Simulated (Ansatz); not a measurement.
## Electronic structure of BClSi (SMILES [Si]=BCl) in real space

Input file:

```
crystal:
  periodic: [false, false, false]
  atoms:
    - symbol: B
      position_ang: [0.000000, 0.000000, -0.068766]
    - symbol: Cl
      position_ang: [0.000000, 0.000000, -1.783110]
    - symbol: Si
      position_ang: [0.000000, 0.000000, 1.851877]
basis:
  gaussian: {orbitals: def2-TZVPD}
magnetization: {spin_polarized: false}
hamiltonian: {xc: {name: PBE0}}
output: {forces: true, orbitals: {seedname: orbitals}}
```

Command:

```sh
ansatz run input.yaml --threads 1 --pin off --max-ram 2610MiB --events-out events.jsonl --progress --plain --runs-dir runs
```

Geometry: BLYP-D3(BJ)/def2-SVP.

Level of theory: isolated molecule in a Gaussian basis; Kohn-Sham density functional theory, functional PBE0 (Ansatz 0.2.0).

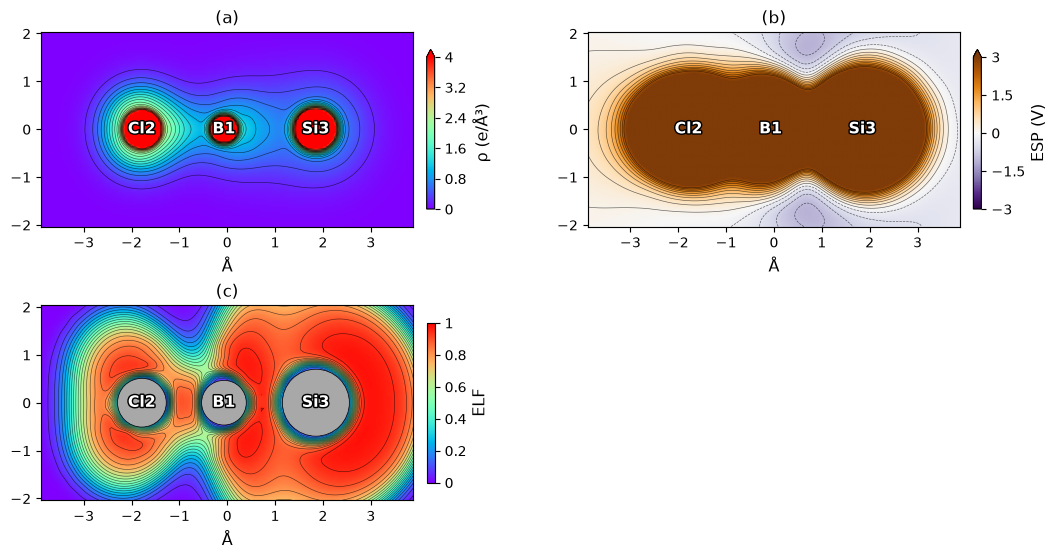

Figure 1. (a) total electron density; (b) molecular electrostatic potential; (c) electron localisation function on a plane that holds the molecular axis. Grey discs cover the atomic cores in the ELF map.

Q: Read the bonding off the picture.

A: The plane passes through B, Cl and Si nuclei. B–Cl (1.71 Å): the density is about 1.5 e/Å³ at the midpoint; the ELF peaks at about 0.90 between the atoms: a polar covalent bond. Si–B (1.92 Å): the density is about 0.8 e/Å³ at the midpoint; the ELF peaks at about 0.95 between the atoms: a shared electron pair. The ELF also peaks beside Si3 and Cl2, away from the bonds: lone-pair regions. Outside the dense part of the molecule the potential is most negative (−1.1 V) near Si3.

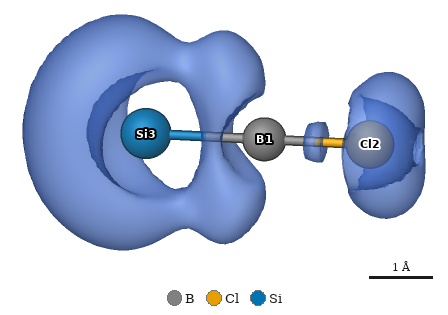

Figure 2. Isosurface of the electron localisation function at 0.85 (blue), seen from one side. Only the valence region is drawn (cores and ρ < 0.01 e/Å³ removed).

Q: What do the ELF domains correspond to?

A: The surface consists of one region between bonded B–Cl atoms (shared pairs), one ring or bowl of non-bonding electrons around Cl and one joined region spread over several atoms (B, Si), in which their bonds and any lone pairs are merged.

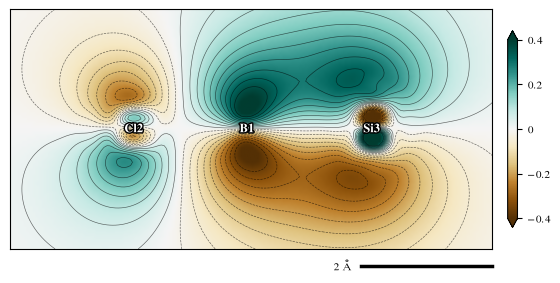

Figure 3. The HOMO on a plane that holds the molecular axis (values in Å⁻³ᐟ²; the overall sign is arbitrary).

Q: Where does this orbital lie, and at what energy?

A: It lies mainly on Si3 (about 55 %), B1 (about 35 %) and Cl2 (about 10 %); π-bonding across Si3–B1. It is one of a degenerate set, so its orientation is arbitrary. Its energy is −5.51 eV.
